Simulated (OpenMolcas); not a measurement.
# Mo⁺: CASSCF and CASPT2 terms and fine-structure levels

Wanted: the level scheme of Mo⁺ from active-space wave functions, then second-order correlation under several settings.

Program: OpenMolcas 26.06. Level of theory: state-averaged CASSCF and CASPT2, spin-orbit coupling by RASSI with atomic mean-field integrals. These are calculated values, not measurements, unless marked.

### 1 The atom as given

```
Species                           : Mo⁺ (molybdenum, Z = 42, 41 electrons)
Basis                             : ANO-RCC-VTZP [7s6p4d2f1g], 68 functions
Scalar Hamiltonian                : DKH2, point nucleus
Inactive shells                   : 1s 2s 2p 3s 3p 3d 4s 4p
Active space                      : 5 electrons in 11 orbitals (4d 5s 5d)
Some configurations of this space : 4d³ 5s², 4d⁴ 5s, 4d⁵
Orbitals                          : optimised for the ground-state spin in each parity, averaged over the low roots
```

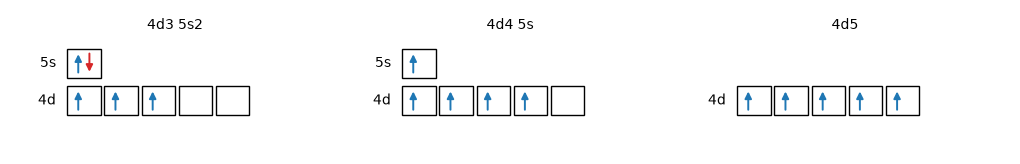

The shells outside the core, filled by Hund's rule for the drawing.

Each step is its own input file, run in one work folder so that later steps find the files of earlier ones. Labels, J, g values, rates, χT and fits are worked out afterwards by a script from the matrices that RASSI stores.

### 2 GATEWAY and SEWARD: basis and integrals

a.inp

```
&GATEWAY
Coord
1

Mo 0.0 0.0 0.0
Basis=ANO-RCC-VTZP
Group=XYZ
NoMove
AngMom=0.0 0.0 0.0
AMFI
&SEWARD
```

Launch:

```sh
> OMP_NUM_THREADS=1 MOLCAS_MEM=1689 MOLCAS_PROJECT=a pymolcas a.inp > a.log
```

Log:

```text
Basis set label: MO.ANO-RCC...7S6P4D2F1G.

      Electronic valence basis set:
      ------------------
      Associated Effective Charge  42.000000 au
      Associated Actual Charge     42.000000 au
      Nuclear Model: Point charge

      Shell  nPrim  nBasis  Cartesian Spherical Contaminant
         s      21       7        X
         p      18       6        X
         d      13       4                 X
         f       6       2                 X
         g       4       1                 X
                  Relativistic Douglas-Kroll-Hess integrals:
                    - DKH order of Hamiltonian: 2
                    - DKH order of Properties : 0
                  Atomic mean-field integrals
```

### 3 Start orbitals from a smaller active space

a.inp

```
&RASSCF
FileOrb=start.orb
Symmetry=1
Spin=6
nActEl=5 0 0
Inactive=9 9
Ras2=6 0
CIRoot=6 6 1
SDav=6
CIMx=300
Iter=120 100
PrWF=0.3
OrbListing=Nothing
MaxOrb=0
Atom
>>> COPY $Project.JobIph JOBPRE
```

Its output is not shown; its orbitals start the next step.

### 4 Reference wave functions, sextets of even parity, 6 roots

a.inp

```
&RASSCF
FileOrb=start.orb
Symmetry=1
Spin=6
nActEl=5 0 0
Inactive=9 9
Ras2=11 0
CIRoot=6 6 1
SDav=462
CIMx=300
Iter=120 100
PrWF=0.3
OrbListing=Nothing
MaxOrb=0
Atom
>>> COPY $Project.JobIph JOB001
```

Log, shortened:

```text
[...]
      Number of active orbitals                 11
[...]
      Spin quantum number                      2.5
[...]
      Active orbitals                           11   0
[...]
      Number of CSFs                           462
      Number of root(s) required                 6
[...]
      Convergence after  8 iterations
[...]
      Natural orbitals and occupation numbers for root  1
      sym 1:   0.997096   0.997096   0.997096   0.997096   0.997096   0.000000   0.002904   0.002904   0.002904   0.002904
               0.002904
      Natural orbitals and occupation numbers for root  2
      sym 1:   0.997989   0.997602   0.997541   0.997678   0.000287   0.999790   0.000095   0.002360   0.002335   0.002296
               0.002027
      Natural orbitals and occupation numbers for root  3
      sym 1:   0.000285   0.997558   0.997541   0.997946   0.997765   0.999790   0.002222   0.002396   0.002380   0.000052
               0.002065
::    RASSCF root number  1 Total energy:  -4045.48319955
::    RASSCF root number  2 Total energy:  -4045.42312547
::    RASSCF root number  3 Total energy:  -4045.42312547
::    RASSCF root number  4 Total energy:  -4045.42312547
::    RASSCF root number  5 Total energy:  -4045.42312547
::    RASSCF root number  6 Total energy:  -4045.42312547
```

### 5 CASSCF: quartets of even parity, 62 roots

a.inp

```
&RASSCF
FileOrb=start.orb
Symmetry=1
Spin=4
nActEl=5 0 0
Inactive=9 9
Ras2=11 0
CIRoot=62 62 1
SDav=500
CIMx=300
Iter=120 100
PrWF=0.3
OrbListing=Nothing
MaxOrb=0
Atom
CIOnly
>>> COPY $Project.JobIph JOB002
```

Log, shortened:

```text
[...]
      Number of active orbitals                 11
[...]
      Spin quantum number                      1.5
[...]
      Active orbitals                           11   0
[...]
      Number of CSFs                          3168
      Number of root(s) required                62
[...]
      Natural orbitals and occupation numbers for root  1
      sym 1:   0.969624   0.976152   1.003484   0.994820   0.986869   0.051713   0.003678   0.003759   0.003232   0.003296
               0.003372
      Natural orbitals and occupation numbers for root  2
      sym 1:   0.997484   0.996258   0.990478   0.970859   0.986071   0.041543   0.003813   0.003235   0.003172   0.003226
               0.003862
      Natural orbitals and occupation numbers for root  3
      sym 1:   0.979808   0.978951   0.996194   1.004255   0.974202   0.049262   0.003761   0.003204   0.003372   0.003738
               0.003252
::    RASSCF root number  1 Total energy:  -4045.39464205
::    RASSCF root number  2 Total energy:  -4045.39464205
[...]
::    RASSCF root number 27 Total energy:  -4045.34574238
::    RASSCF root number 28 Total energy:  -4045.34574238
::    RASSCF root number 29 Total energy:  -4045.34574238
::    RASSCF root number 30 Total energy:  -4045.34574238
```

CIOnly: the orbitals of an earlier block are kept, and only the CI is solved.

### 6 State interaction with spin-orbit coupling

a.inp

```
&RASSI
NrOfJobIphs=2 6 17
1 2 3 4 5 6
1 2 3 4 5 6 7 8 9 10 11 12 13 14 15 16 17
IphNames
JOB001
JOB002
EJob
SpinOrbit
DIPRint=1.0
SOCoupling=1000.0
Subsets=2
MEES
Property=10
'ANGMOM' 1 'ANGMOM' 2 'ANGMOM' 3 'MLTPL  1' 1 'MLTPL  1' 2 'MLTPL  1' 3
'AMFI' 1 'AMFI' 2 'AMFI' 3 'MLTPL  2' 6
SOProperty=3
'ANGMOM' 1 'ANGMOM' 2 'ANGMOM' 3
```

Log, shortened:

```text
SPIN-FREE ENERGIES:
  (Shifted by EMIN (a.u.) =      -4045.4831995525)
 SF State       Relative EMIN(au)   Rel lowest level(eV)    D:o, cm**(-1)      L_eff
     1             0.0000000000        0.0000000000              0.0000         0.0
     2             0.0600740813        1.6346990299          13184.7368         2.0
     3             0.0600740813        1.6346990299          13184.7368         2.0
     4             0.0600740813        1.6346990299          13184.7368         2.0
     5             0.0600740813        1.6346990299          13184.7368         2.0
     6             0.0600740813        1.6346990299          13184.7368         2.0
     7             0.0885575054        2.4097724838          19436.1258         4.0
     8             0.0885575054        2.4097724838          19436.1258         4.0
     9             0.0885575054        2.4097724838          19436.1258         4.0
    10             0.0885575054        2.4097724838          19436.1258         4.0
[...]
Eigenvalues of complex Hamiltonian:
   -----------------------------------
  (Shifted by EMIN (a.u.) =      -4045.4831995525)
 SO State       Relative EMIN(au)   Rel lowest level(eV)    D:o, cm**(-1)     J-value
     1            -0.0002901374        0.0000000003              0.0000         2.1
     2            -0.0002901374        0.0000000002              0.0000         2.1
     3            -0.0002901374        0.0000000000              0.0000         1.6
     4            -0.0002901374        0.0000000003              0.0000         2.1
     5            -0.0002901374        0.0000000000              0.0000         1.6
     6            -0.0002901374        0.0000000002              0.0000         2.1
     7             0.0555954557        1.5207244597          12265.4699         0.4
     8             0.0555954557        1.5207244597          12265.4699         0.4
     9             0.0565650603        1.5471087459          12478.2736         1.0
    10             0.0565650603        1.5471087459          12478.2736         1.0
    11             0.0565650604        1.5471087474          12478.2736         1.3
[...]
```

These steps took 6.8 min in all on 1 thread, shared host.

Spin-free terms, from the roots grouped by L:

```
configuration  term  E (cm⁻¹)
          4d⁵    ⁶S       0.0
       4d⁴ 5s    ⁶D     13185
          4d⁵    ⁴G     19436
          4d⁵    ⁴P     20565
          4d⁵    ⁴D     20604
```

Fine-structure levels, from the RASSI matrices grouped by J:

```
Configuration  Term     J  E (cm⁻¹)  Leading %
          4d⁵    ⁶S   5/2       0.0        100
       4d⁴ 5s    ⁶D   1/2     12265        100
       4d⁴ 5s    ⁶D   3/2     12478        100
       4d⁴ 5s    ⁶D   5/2     12830        100
       4d⁴ 5s    ⁶D   7/2     13317        100
       4d⁴ 5s    ⁶D   9/2     13930        100
          4d⁵    ⁴G   5/2     19416        100
          4d⁵    ⁴G   7/2     19455        100
          4d⁵    ⁴G   9/2     19505        100
          4d⁵    ⁴G  11/2     19566        100
          4d⁵    ⁴D   3/2     19777         56
          4d⁵    ⁴D   1/2     19920         61
          4d⁵    ⁴D   5/2     19960         58
          4d⁵    ⁴P   1/2     20690         60
          4d⁵    ⁴D   7/2     20963        100
          4d⁵    ⁴P   3/2     21135         56
          4d⁵    ⁴P   5/2     21522         58
```

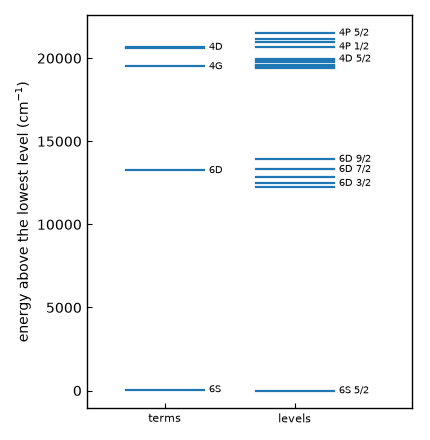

Terms (left) and the levels that spin-orbit coupling splits them into (right).

Orbitals of the lowest block:

```
shell     space  energy (hartree)  mean occupation  ⟨r²⟩ (bohr²)
   1s  inactive         -739.0510            2.000       0.00163
   2s  inactive         -107.4804            2.000        0.0277
   2p  inactive          -95.9348            6.000        0.0219
   3s  inactive          -19.7937            2.000         0.208
   3p  inactive          -15.8947            6.000         0.213
   3d  inactive           -9.5359           10.000         0.206
   4s  inactive           -3.2766            2.000          1.40
   4p  inactive           -2.1211            6.000          1.76
   4d      RAS2                              4.155          3.79
   5s      RAS2                              0.833          12.0
   5d      RAS2                              0.012          8.40
```

### 7 CASPT2: IPEA 0.25, imaginary shift 0.1 (closed shells correlated: 4s 4p)

a.inp

```
>>> COPY JOB001 $Project.JobIph
&CASPT2
Multistate=6 1 2 3 4 5 6
Frozen=8 6
IPEA=0.25
Imaginary=0.1
MaxIter=60
WThr=0.0 0.3 0.05
PrWF=0.5
NoMix
>>> COPY JOB002 $Project.JobIph
&CASPT2
Multistate=17 1 2 3 4 5 6 7 8 9 10 11 12 13 14 15 16 17
Frozen=8 6
IPEA=0.25
Imaginary=0.1
MaxIter=60
WThr=0.0 0.3 0.05
PrWF=0.5
NoMix
```

Launch:

```sh
> OMP_NUM_THREADS=1 MOLCAS_MEM=1689 MOLCAS_PROJECT=a pymolcas a.inp > a.log
```

Log:

```text
Orbital specifications:
      -----------------------

      Symmetry species                           1   2
                                                ag  au
      Frozen orbitals                            8   6
      Inactive orbitals                          1   3
      Active orbitals                           11   0
      Secondary orbitals                        16  23
      Deleted orbitals                           0   0
      Number of basis functions                 36  32
Type of calculation                        MS-CASPT2
      Fock operator                              state-specific
      IPEA shift                                 0.25
      Real shift                                 0.00
      Imaginary shift                            0.10
      The input orbitals will be transformed to quasi-canonical
Reference energy:       -4045.4831995525
      E2 (Non-variational):      -0.3513981477
      Shift correction:          -0.0002209024
      E2 (Variational):          -0.3516190500
      Total energy:           -4045.8348186026
      Residual norm:              0.0000003544
      Reference weight:           0.92984
      Contributions to the CASPT2 correlation energy
      Active & Virtual Only:         -0.0506281705
      One Inactive Excited:          -0.1751984489
      Two Inactive Excited:          -0.1255715283
Reference energy:       -4045.4231254712
      E2 (Non-variational):      -0.3518955218
      Shift correction:          -0.0002354929
      E2 (Variational):          -0.3521310147
      Total energy:           -4045.7752564859
      Residual norm:              0.0000007558
      Reference weight:           0.92745
      Contributions to the CASPT2 correlation energy
      Active & Virtual Only:         -0.0477801871
      One Inactive Excited:          -0.1687212102
      Two Inactive Excited:          -0.1353941244
::    CASPT2 Root  1     Total energy:  -4045.83481860
::    CASPT2 Root  2     Total energy:  -4045.77525649
::    CASPT2 Root  3     Total energy:  -4045.77549837
::    CASPT2 Root  4     Total energy:  -4045.77508928
::    CASPT2 Root  5     Total energy:  -4045.77558975
::    CASPT2 Root  6     Total energy:  -4045.77527274
::    MS-CASPT2 Root  1     Total energy:  -4045.83481970
::    MS-CASPT2 Root  2     Total energy:  -4045.77583252
::    MS-CASPT2 Root  3     Total energy:  -4045.77551453
::    MS-CASPT2 Root  4     Total energy:  -4045.77535100
::    MS-CASPT2 Root  5     Total energy:  -4045.77507112
::    MS-CASPT2 Root  6     Total energy:  -4045.77493636
Orbital specifications:
      -----------------------

      Symmetry species                           1   2
                                                ag  au
      Frozen orbitals                            8   6
      Inactive orbitals                          1   3
      Active orbitals                           11   0
      Secondary orbitals                        16  23
      Deleted orbitals                           0   0
      Number of basis functions                 36  32
Type of calculation                        MS-CASPT2
      Fock operator                              state-specific
      IPEA shift                                 0.25
      Real shift                                 0.00
      Imaginary shift                            0.10
      The input orbitals will be transformed to quasi-canonical
Reference energy:       -4045.3946420471
      E2 (Non-variational):      -0.3627107790
      Shift correction:          -0.0002637890
      E2 (Variational):          -0.3629745681
      Total energy:           -4045.7576166152
      Residual norm:              0.0000005614
      Reference weight:           0.92538
      Contributions to the CASPT2 correlation energy
      Active & Virtual Only:         -0.0586860015
      One Inactive Excited:          -0.1781291565
      Two Inactive Excited:          -0.1258956210
Reference energy:       -4045.3946420471
      E2 (Non-variational):      -0.3628725867
      Shift correction:          -0.0002638668
      E2 (Variational):          -0.3631364535
      Total energy:           -4045.7577785006
      Residual norm:              0.0000005793
      Reference weight:           0.92532
      Contributions to the CASPT2 correlation energy
      Active & Virtual Only:         -0.0586629434
      One Inactive Excited:          -0.1782719255
      Two Inactive Excited:          -0.1259377178
::    CASPT2 Root  1     Total energy:  -4045.75761662
::    CASPT2 Root  2     Total energy:  -4045.75777850
::    CASPT2 Root  3     Total energy:  -4045.75769575
::    CASPT2 Root  4     Total energy:  -4045.75755879
::    CASPT2 Root  5     Total energy:  -4045.75760800
::    CASPT2 Root  6     Total energy:  -4045.75774456
::    CASPT2 Root  7     Total energy:  -4045.75770840
::    CASPT2 Root  8     Total energy:  -4045.75756739
::    CASPT2 Root  9     Total energy:  -4045.75771416
::    CASPT2 Root 10     Total energy:  -4045.75322162
::    CASPT2 Root 11     Total energy:  -4045.75326259
::    CASPT2 Root 12     Total energy:  -4045.75324210
::    CASPT2 Root 13     Total energy:  -4045.75294058
::    CASPT2 Root 14     Total energy:  -4045.75283875
::    CASPT2 Root 15     Total energy:  -4045.75301506
::    CASPT2 Root 16     Total energy:  -4045.75301746
::    CASPT2 Root 17     Total energy:  -4045.75297477
::    MS-CASPT2 Root  1     Total energy:  -4045.75830230
::    MS-CASPT2 Root  2     Total energy:  -4045.75819585
::    MS-CASPT2 Root  3     Total energy:  -4045.75805492
::    MS-CASPT2 Root  4     Total energy:  -4045.75776945
::    MS-CASPT2 Root  5     Total energy:  -4045.75754869
::    MS-CASPT2 Root  6     Total energy:  -4045.75749916
::    MS-CASPT2 Root  7     Total energy:  -4045.75740055
::    MS-CASPT2 Root  8     Total energy:  -4045.75732790
::    MS-CASPT2 Root  9     Total energy:  -4045.75712556
::    MS-CASPT2 Root 10     Total energy:  -4045.75326235
::    MS-CASPT2 Root 11     Total energy:  -4045.75324259
::    MS-CASPT2 Root 12     Total energy:  -4045.75322255
::    MS-CASPT2 Root 13     Total energy:  -4045.75308755
```

This run: 8.5 min of run time, 1 thread, shared host.

SS-CASPT2: lowest energy less the reference's lowest, -0.3516 hartree; reference weights 0.923 to 0.930. These are the single-state energies of the run (the lines without MS-).

Fine-structure levels, from the RASSI matrix with the averaged CASPT2 term energies on its diagonal:

```tsv
Configuration	Term	J	E (cm⁻¹)	Leading %	Second
4d⁵	⁶S	5/2	0.0	100	
4d⁴ 5s	⁶D	1/2	12130	99	
4d⁴ 5s	⁶D	3/2	12350	99	
4d⁴ 5s	⁶D	5/2	12700	100	
4d⁴ 5s	⁶D	7/2	13190	100	
4d⁴ 5s	⁶D	9/2	13810	100	
4d⁵	⁴G	5/2	16920	100	
4d⁵	⁴G	7/2	16960	100	
4d⁵	⁴G	9/2	17010	100	
4d⁵	⁴G	11/2	17070	100	
4d⁵	⁴D	3/2	17140	56	44 ⁴P
4d⁵	⁴D	1/2	17290	60	40 ⁴P
4d⁵	⁴D	5/2	17330	58	42 ⁴P
4d⁵	⁴P	1/2	18060	60	40 ⁴D
4d⁵	⁴D	7/2	18340	100	
4d⁵	⁴P	3/2	18500	55	44 ⁴D
4d⁵	⁴P	5/2	18890	57	42 ⁴D
```

The strongest lines between these levels (SS-CASPT2 energies, vacuum wavelengths; moments from the reference wave functions; branching within the model space):

```
        upper          lower  type  λ (nm)   A (s-1)  branching %
   4d⁵ ⁴P_5/2     4d⁵ ⁶S_5/2    M1   529.5  5.20e-01         93.3
   4d⁵ ⁴P_3/2     4d⁵ ⁶S_5/2    M1   540.6  3.03e-01         85.1
   4d⁵ ⁴D_5/2     4d⁵ ⁶S_5/2    M1   577.1  3.88e-01         97.8
   4d⁵ ⁴D_3/2     4d⁵ ⁶S_5/2    M1   583.3  2.49e-01         94.0
4d⁴ 5s ⁶D_9/2     4d⁵ ⁶S_5/2    E2   724.2  3.35e-01         98.0
4d⁴ 5s ⁶D_7/2     4d⁵ ⁶S_5/2    E2   757.9  2.67e-01         97.7
4d⁴ 5s ⁶D_5/2     4d⁵ ⁶S_5/2    E2   787.1  2.21e-01         98.0
4d⁴ 5s ⁶D_3/2     4d⁵ ⁶S_5/2    E2   809.9  1.91e-01         98.4
4d⁴ 5s ⁶D_1/2     4d⁵ ⁶S_5/2    E2   824.4  1.75e-01        100.0
   4d⁵ ⁴P_3/2  4d⁴ 5s ⁶D_5/2    M1    1726  2.25e-02          6.3
   4d⁵ ⁴P_1/2  4d⁴ 5s ⁶D_3/2    M1    1752  2.73e-02         55.1
   4d⁵ ⁴P_5/2  4d⁴ 5s ⁶D_7/2    M1    1757  1.38e-02          2.5
   4d⁵ ⁴D_1/2  4d⁴ 5s ⁶D_3/2    M1    2024  9.69e-03         50.8
   4d⁵ ⁴D_3/2  4d⁴ 5s ⁶D_5/2    M1    2252  1.08e-02          4.1
   4d⁵ ⁴D_5/2  4d⁴ 5s ⁶D_7/2    M1    2419  7.48e-03          1.9
   4d⁵ ⁴P_5/2     4d⁵ ⁴D_3/2    M1    5737  4.86e-03          0.9
   4d⁵ ⁴P_5/2     4d⁵ ⁴D_5/2    M1    6416  1.16e-02          2.1
   4d⁵ ⁴P_3/2     4d⁵ ⁴D_3/2    M1    7386  1.77e-02          5.0
   4d⁵ ⁴D_7/2     4d⁵ ⁴D_5/2    M1    9934  1.36e-02         87.5
   4d⁵ ⁴P_1/2     4d⁵ ⁴D_1/2    M1   13050  1.57e-02         31.6
4d⁴ 5s ⁶D_9/2  4d⁴ 5s ⁶D_7/2    M1   16310  6.94e-03          2.0
4d⁴ 5s ⁶D_7/2  4d⁴ 5s ⁶D_5/2    M1   20380  6.15e-03          2.2
```

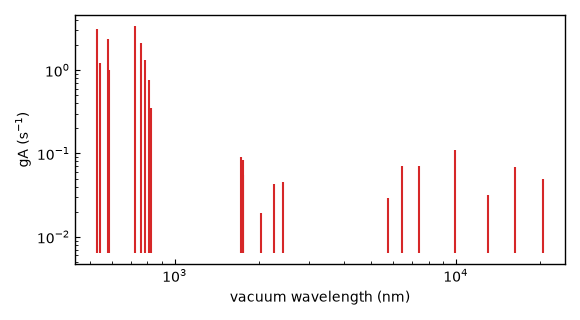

The lines as sticks of height gA, A times the degeneracy of the upper level: electric dipole blue, forbidden lines red.

(Part 1 of 2 ends here.)
